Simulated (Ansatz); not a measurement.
# C₂H₄AlFO: what the fields show

```csv
atom,x (Å),y (Å),z (Å)
C,-1.5620,-0.3601,1.1039
C,-0.7280,-0.3129,0.0755
O,0.4903,0.2565,0.1396
Al,1.8008,0.5193,-0.8848
F,3.0876,1.3016,-0.2350
H,-1.2977,0.0653,2.0641
H,-2.5277,-0.8322,0.9885
H,-0.9990,-0.7431,-0.8888
H,1.8243,0.0592,-2.3803
```

Geometry: PBE0-D4/def2-TZVP.

The calculation used isolated molecule in a Gaussian basis; Hartree-Fock (Ansatz).

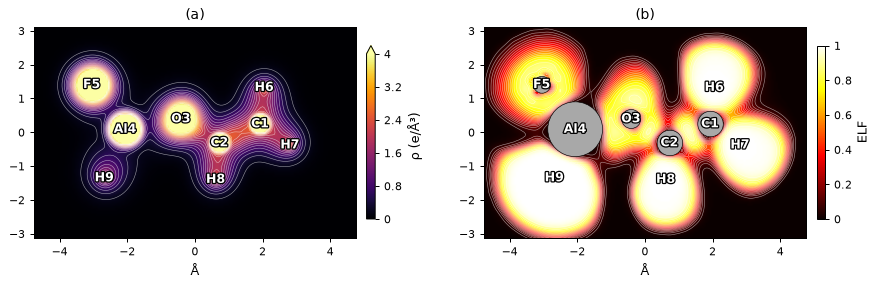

Figure 1. (a) total electron density; (b) electron localisation function on the molecular plane. Grey discs cover the atomic cores in the ELF map.

What do the fields say about this system?

Atoms in the plane: C, O, Al, F and H. C–C (1.32 Å): ρ is about 2.4 e/Å³ halfway; the ELF peaks at about 0.95 between the atoms (a short, multiple covalent bond). C–O (1.35 Å): ρ at the midpoint is about 2.4 e/Å³; the ELF peaks at about 0.90 between the atoms: a shared but strongly polarised pair. Al–F (1.64 Å): the density is about 0.84 e/Å³ at the midpoint; the ELF peaks at about 0.85 in the valence shell of F, 0.6 Å from its nucleus, and is about 0.25 at the midpoint. Al–O (1.68 Å): ρ is about 0.86 e/Å³ halfway; the ELF peaks at about 0.85 in the valence shell of O, 0.6 Å from its nucleus, and is about 0.40 at the midpoint. C–H (1.08 Å): the density is about 2 e/Å³ at the midpoint; the ELF climbs to about 1 towards the hydrogen, as it does in any bond to H: an ordinary covalent bond to hydrogen. The ELF also peaks beside O3 and F5, away from the bonds: lone-pair regions.

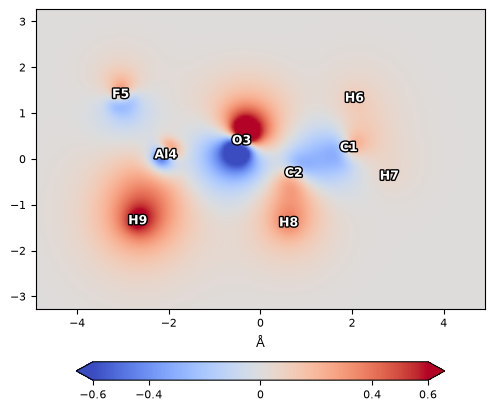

Figure 2. The HOMO−1 on the molecular plane (values in Å⁻³ᐟ²; the overall sign is arbitrary).

Where does this orbital lie, and at what energy?

Its weight (Hirshfeld) is mainly on O3 (about 35 %), H9 (about 30 %), Al4 (about 20 %) and C2 (about 5 %); it is symmetric in the molecular plane (an in-plane orbital: σ, lone-pair or in-plane π type). Its energy is −12.95 eV.

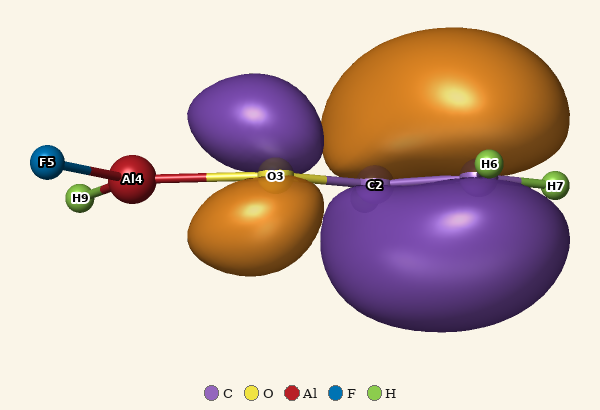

Figure 3. The HOMO at ±0.1 Å⁻³ᐟ² (orange and purple are the two phases), seen from one side.

What is the character of this orbital?

By Hirshfeld shares it lies mainly on C1 (about 45 %), C2 (about 30 %) and O3 (about 15 %); it changes sign across the molecular plane (π type); π-bonding across C1–C2; π-antibonding (a node) across C2–O3. Its energy is −9.48 eV.
